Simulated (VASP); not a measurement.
Band structure of ScS (relaxed from the zinc blende structure, space group F-43m). Method: PBE GGA, VASP's PBE PAW potentials (set 64) (plane waves; VASP).

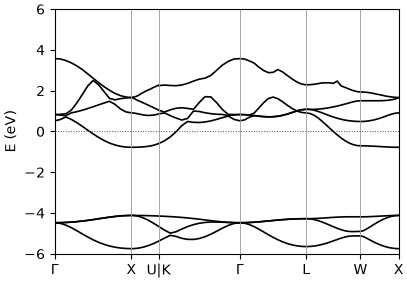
Figure. Bands along high-symmetry lines, zero at the valence-band maximum or, without a gap, the Fermi level

Problem. Read the plot: is there a gap, and where are the band edges?

Solution. It has no gap at this level: it comes out as a metal or semimetal. (Edges off the drawn lines would not show.)

The structure was generated: ScS was put into the zinc blende type (F-43m), which need not be its known phase. It was relaxed first, which changed the volume by -25 %. The electron count is odd and the run is not spin-polarised, which forces a metal.
